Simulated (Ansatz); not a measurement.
# Calculations on AlH₅Se

## 1. Relaxation

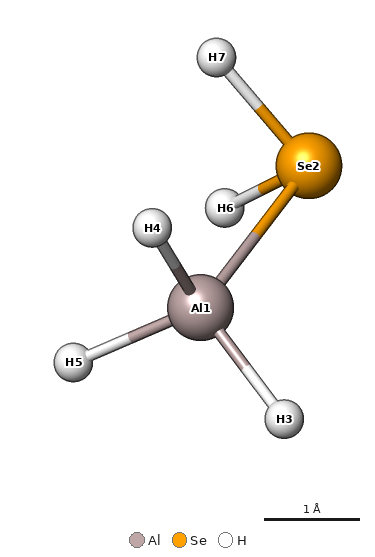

AlH5Se (coarse preliminary run), before the relaxation. The picture is a ball-and-stick view, seen from a free direction.

Computed with RKS PBE-D4/def2-SVP (Ansatz 0.2.0).

The input:
```yaml
crystal:
  periodic: [false, false, false]
  atoms:
    - {symbol: Al, position_ang: [-0.486100, -0.568700, -0.437500]}
    - {symbol: Se, position_ang: [1.001900, 0.175300, 1.254000]}
    - {symbol: H, position_ang: [-0.482000, -2.107400, -0.637800]}
    - {symbol: H, position_ang: [-1.944300, -0.101300, -0.029600]}
    - {symbol: H, position_ang: [-0.156400, 0.179000, -1.847200]}
    - {symbol: H, position_ang: [1.888100, 0.873600, 0.195500]}
    - {symbol: H, position_ang: [0.240000, 1.481600, 1.456900]}
basis:
  gaussian: {orbitals: def2-SVP}
hamiltonian: {xc: pbe, dispersion: d4}
relax: {f_tol: 0.03, max_steps: 250}
```

**What does the optimiser find from here?**

The optimiser took 9 steps. The largest move after the best rigid fit is that of H6, 0.56 Å. Largest moves by element: H 0.56 Å, Al 0.35 Å, Se 0.24 Å. Among the contacts that change: Al1–Se2 2.373 → 2.684 Å, Se2–H6 1.547 → 1.487 Å, Al1–H3 1.552 → 1.610 Å, Se2–H7 1.526 → 1.486 Å. Bond angles that change, for instance: Se2–Al1–H3 113.7° → 94.8°, H4–Al1–H5 105.9° → 118.9°, Se2–Al1–H4 107.5° → 94.5°. Groups turn about Al1–Se2 by about 35°.

The structure at the end:

```xyz
7

Al   -0.7509   -0.5981   -0.6663
Se    0.8157    0.3136    1.3133
H    -0.1150   -2.0768   -0.6728
H    -2.1252   -0.3572    0.1381
H    -0.3429    0.4310   -1.8349
H     2.0728    0.4622    0.5335
H     0.5066    1.7574    1.1433
```

The end point in the same view:

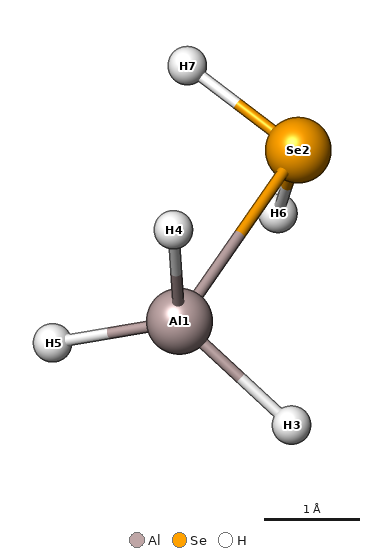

## 2. Relaxation

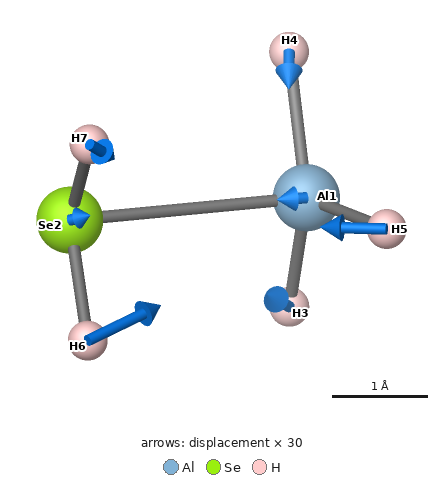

A relaxation of AlH$_{5}$Se. The starting structure is drawn; blue arrows show the displacements, magnified 30 times. The two geometries are superimposed by the best rigid fit.

Style: ball-and-stick. Shown from a free direction.

Method: RKS PBE0-D4/def2-TZVP (Ansatz 0.2.0). Set-up: force threshold 0.005 eV/Å; at most 200 steps.

Q: Atoms of which element are displaced furthest, and by how much?

A: Hydrogen: up to 0.034 Å, against 0.011 Å for aluminium.

Q: What happened in the run?

A: Over 4 geometry steps the energy falls by 0.011 eV. The largest force component goes from 0.38 to 0.0013 eV/Å. The atom that moves furthest after the best rigid fit is H6 (0.034 Å). Largest moves by element: H 0.034 Å, Al 0.011 Å, Se 0.009 Å. Some distances before and after: Se2–H6 1.487 → 1.469 Å, Al1–Se2 2.684 → 2.668 Å, Al1–H3 1.610 → 1.596 Å. The run took of the order of 40 core-seconds on a shared host.

## 3. Scan

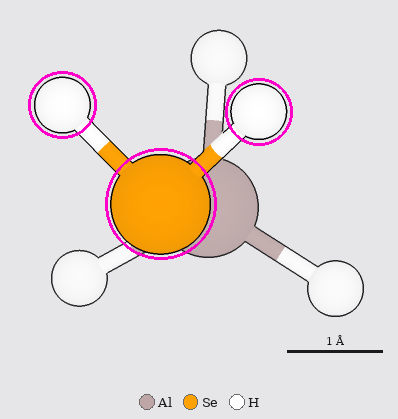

A scan of AlH5Se: the H6–Se2–H7 angle is varied, with the rest of the molecule carried along rigidly. The picture shows the minimum geometry. The ringed atoms are those of the scanned coordinate. The picture is a ball-and-stick view, seen onto the plane of the angle.

Single-point energies from Ansatz with CCSD(T), r2SCAN-D4, wB97M-V in the def2-TZVPP basis, on geometries moved rigidly from the minimum at PBE0-D4/def2-TZVP. Coupled cluster with a frozen core. Energies are counted from the PBE0-D4/def2-TZVP minimum geometry at the same level.

```xyz
7

Al   -0.7442   -0.5920   -0.6606
Se    0.8049    0.3188    1.3110
H    -0.1209   -2.0612   -0.6571
H    -2.1146   -0.3363    0.1164
H    -0.3174    0.4204   -1.8172
H     2.0449    0.4362    0.5319
H     0.5084    1.7462    1.1299
```

Q: Give the energy at each point (the angle: 61.6, 69.1, 76.6, 84.1, 91.6, 99.1, 106.6, 114.1, 121.6°).

A: Energies in kcal/mol.

```
angle (°)  CCSD(T)  r2SCAN-D4  wB97M-V
     61.6     14.4       13.9     14.3
     69.1      8.1        7.8      8.1
     76.6      3.6        3.4      3.6
     84.1      0.9        0.8      0.9
     91.6      0.0        0.0      0.0
     99.1      0.8        0.9      0.8
    106.6      3.4        3.6      3.4
    114.1      7.5        7.8      7.4
    121.6     13.2       13.4     13.0
```

With CCSD(T): the lowest computed point lies at the angle 91.6° (0.0 kcal/mol). The end points stand at 14.4 kcal/mol (61.6°) and 13.2 kcal/mol (121.6°). The curvature at the lowest point is about 4.4 eV/rad². At 61.6° the levels give r2SCAN-D4 13.9 kcal/mol, wB97M-V 14.3 kcal/mol, CCSD(T) 14.4 kcal/mol. Closest to CCSD(T) there is wB97M-V.

As a plot:

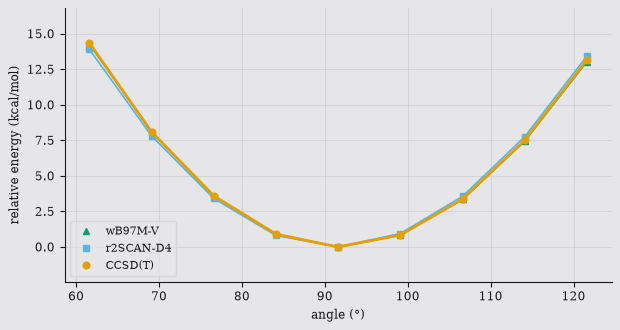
